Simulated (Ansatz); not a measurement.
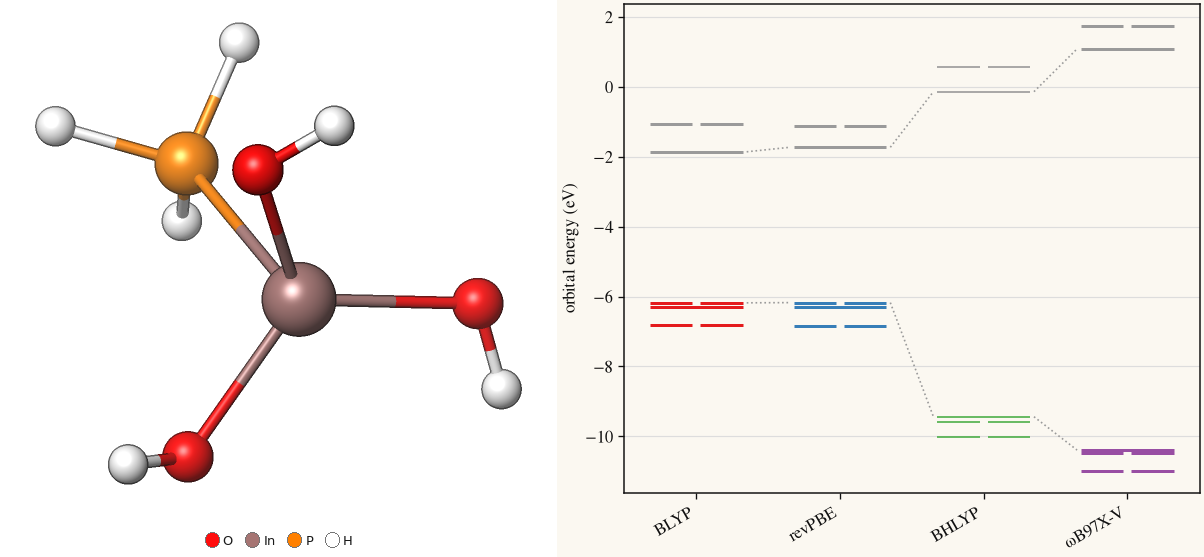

Frontier orbital energies of InPH₆O₃, SMILES [OH][In-]([OH])([OH])[PH3+], singlet at one geometry, def2-TZVPP, the Ansatz code 0.2.0, at a PBE0-D4/def2-TZVP geometry (a minimum by its frequencies). Empty levels are grey, levels within 0.1 eV stand side by side; all columns show the same few orbitals around the gap. Dotted lines join the HOMOs and the LUMOs.

Compare the HOMO-LUMO separations.

Answer. The separation grows from 4.32 eV (BLYP) to 11.47 eV (ωB97X-V).

```tsv
level	HOMO (eV)	LUMO (eV)	separation (eV)
BLYP	−6.18	−1.86	4.32
revPBE	−6.17	−1.73	4.44
BHLYP	−9.44	−0.14	9.30
ωB97X-V	−10.39	1.08	11.47
```

Caveats, for all or some of the runs: core potentials past krypton; empty levels above zero depend strongly on the basis; spin-orbit coupling is left out, and with In it can shift these levels and split any degenerate set.
